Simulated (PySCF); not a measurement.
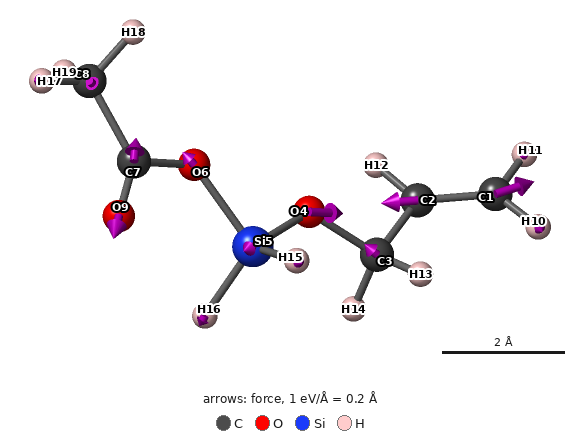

Starting geometry of C$_{5}$H$_{10}$O$_{3}$Si with the computed forces as purple arrows. The picture is a ball-and-stick view, seen at a tilt.

The start comes from GFN2-xTB. Its atoms were then displaced at random by about 0.01 Å.

Method: PySCF 2.14.0, density-fitted response routines, PBE0-D3(BJ)/def2-SVP geometry optimisation, gas phase. 

### Is this structure relaxed? If not, where do the atoms go?

It isn't relaxed: the largest force vector, on O4, is 3.72 eV/Å. The final displacements have little in common with the starting forces (cosine between the two patterns 0.10). The energy falls by 8.60 kcal/mol in 16 geometry steps. The atom that moves furthest after the best rigid fit is O4 (0.34 Å). By element the largest moves are O 0.34 Å, H 0.33 Å, C 0.20 Å, Si 0.18 Å. Some distances before and after: O4–Si5 1.588 → 1.652 Å, Si5–O6 1.658 → 1.709 Å, C1–C2 1.286 → 1.332 Å, Si5–H16 1.442 → 1.488 Å. Bond angles that change, for instance: Si5–O6–C7 121.1° → 115.6°, O4–Si5–O6 96.0° → 101.1°, H10–C1–H11 113.8° → 117.0°. The run took 4.5 min on 1 thread of Arm Neoverse V1, with other jobs on the host.
